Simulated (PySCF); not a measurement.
## A study: C8H8, triplet, SMILES `[CH2]c1cccc([CH2])c1`

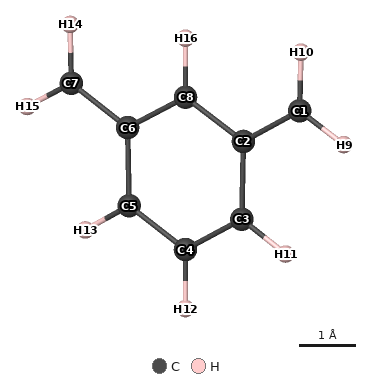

The molecule, with its atoms numbered as below. No frequency check shows the geometry to be a minimum.

Geometry (Å), atoms numbered from 1:

```
C1      -2.4360   -1.0235    0.0000
C2      -1.2351   -0.3379    0.0000
C3      -1.2014    1.0885    0.0000
C4       0.0003    1.7663    0.0000
C5       1.2016    1.0883    0.0000
C6       1.2351   -0.3381    0.0000
C7       2.4358   -1.0239    0.0000
C8      -0.0003   -1.0203    0.0000
H9      -3.3754   -0.5015    0.0000
H10     -2.4628   -2.0980    0.0000
H11     -2.1361    1.6285    0.0000
H12      0.0006    2.8475    0.0000
H13      2.1363    1.6281    0.0000
H14      2.4625   -2.0984    0.0000
H15      3.3754   -0.5020    0.0000
H16     -0.0007   -2.1004    0.0000
```

### 1. Bonding charge

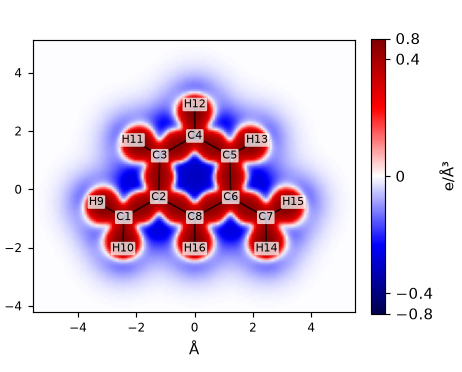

Deformation density (molecule less spherical, spin-averaged free atoms) in the molecular plane; colour scale in e/Å³, logarithmic beyond ±0.1; red: gain, blue: loss.

Method: M06-2X/def2-SVP; geometry: GFN2-xTB; program: PySCF. The stability of the open-shell solution wasn't checked. GFN2-xTB doesn't know the spin state, so this open-shell geometry is rough.

How much density has each bond in this plane gained at its critical point, relative to the free atoms?

Answer. C1–H9 and C7–H15: +0.74 e/Å³ at the bond critical point (bond length 1.07 Å, Mayer order 1.0). C7–H14 and C1–H10: +0.74 e/Å³ at the bond critical point (bond length 1.07 Å, Mayer order 1.0). C5–H13 and C3–H11: +0.73 e/Å³ at the bond critical point (bond length 1.08 Å, Mayer order 1.0). C8–H16: +0.72 e/Å³ at the bond critical point (bond length 1.08 Å, Mayer order 1.0). C4–H12: +0.72 e/Å³ at the bond critical point (bond length 1.08 Å, Mayer order 1.0). C4–C5 and C3–C4: +0.63 e/Å³ at the bond critical point (bond length 1.38 Å, Mayer order 1.4). C1–C2 and C6–C7: +0.63 e/Å³ at the bond critical point (bond length 1.38 Å, Mayer order 1.4). C2–C8 and C6–C8: +0.59 e/Å³ at the bond critical point (bond length 1.41 Å, Mayer order 1.3). C5–C6 and C2–C3: +0.57 e/Å³ at the bond critical point (bond length 1.43 Å, Mayer order 1.2). In all, 3.8 electrons gather in the regions of gain relative to the promolecule.

### 2. Bond critical points

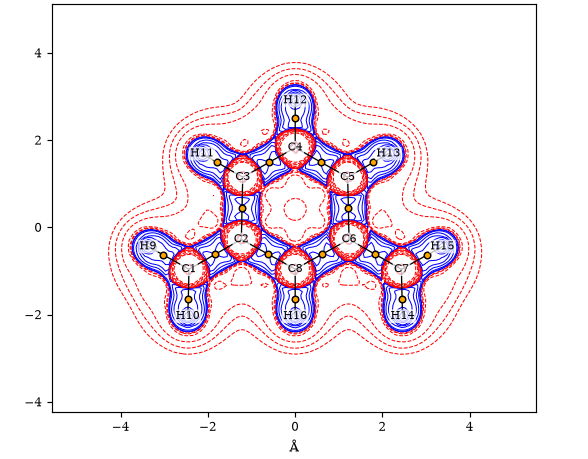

Negative Laplacian of the density (−∇²ρ) in the molecular plane (solid blue lines positive, dashed red lines negative, contours at ±0.02 to ±8 a.u.), with bond paths and bond critical points (dots).

Sort the bonds in the plane by the sign of ∇²ρ at their critical points.

Answer. Concentrated (∇²ρ < 0): C4–C5 and C3–C4 (−0.80 a.u.); C1–C2 and C6–C7 (−0.81 a.u.); C2–C8 and C6–C8 (−0.74 a.u.); C5–C6 and C2–C3 (−0.71 a.u.); C1–H9 and C7–H15 (−1.09 a.u.); C7–H14 and C1–H10 (−1.09 a.u.); C5–H13 and C3–H11 (−1.07 a.u.); C8–H16 (−1.06 a.u.); C4–H12 (−1.06 a.u.). At none is it depleted.

Where along C7–H14 does the critical point lie?

Answer. 0.68 Å from C7 and 0.40 Å from H14.

### 3. Local ionisation energy

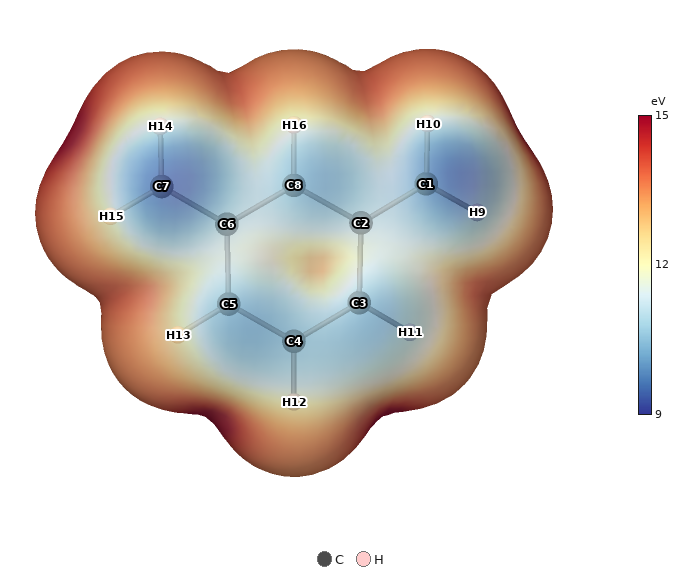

Average local ionisation energy on the surface of electron density 0.001 a.u.

Where are the most loosely bound electrons on this surface?

Answer. The lowest value is 9.3 eV, off the molecular plane, over C7 (2.0 Å), and at like points elsewhere. Further minima include 10.1 eV, off the molecular plane, over C3 (2.0 Å), and at like points elsewhere. For comparison, the highest occupied orbital lies at −6.2 eV.

### 4. Spin density

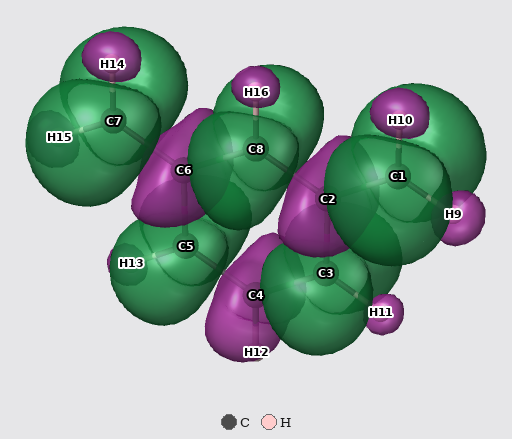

Spin density ρα − ρβ at ±0.01 e/Å³ (green: excess α, purple: excess β).

Give the atomic spin populations that go with this picture.

Answer. Hirshfeld spin populations: C1 and C7 +0.53, C8 +0.31 and C3 and C5 +0.26. Spin polarisation leaves negative spin on C4 (−0.04). ⟨S²⟩ = 2.07, against 2.00 for a pure state. The picture also shows regions of β spin from spin polarisation; the Hirshfeld sums, whose atoms overlap, net them against the α spin of neighbours.

### 5. In an electric field

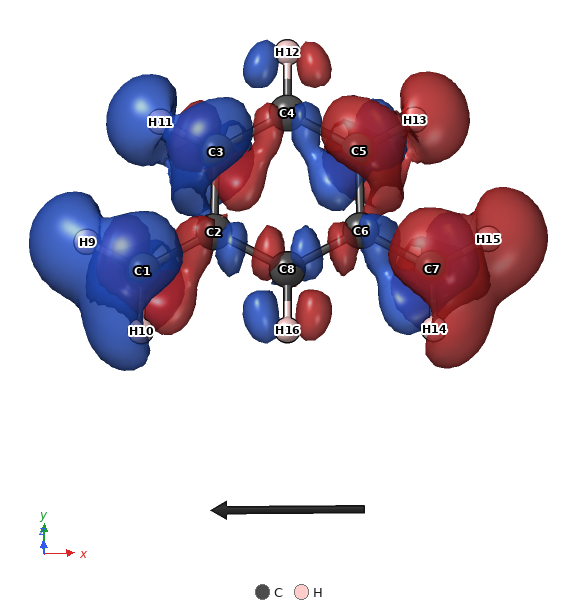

Change of the electron density in a uniform field of 0.41 V/Å along −x (arrow), surfaces at ±0.003 e/Å³ (red: gain, blue: loss).

Level of theory: ωB97X/def2-SVP (PySCF), at a geometry from GFN2-xTB. A basis without diffuse functions makes polarisabilities too small. The stability of the open-shell solution wasn't checked. GFN2-xTB doesn't know the spin state, so this open-shell geometry is rough.

How large is the response?

Answer. The induced dipole is 2.59 D (along the field); α along this axis, from the fields in both directions, is 127 bohr³ (18.9 Å³).

Which atoms gain and lose the most charge?

Answer. Electrons gather most on C7 (Hirshfeld charge changes by −0.028 e) and leave C1 most (+0.028 e); 0.163 electrons are displaced in all.
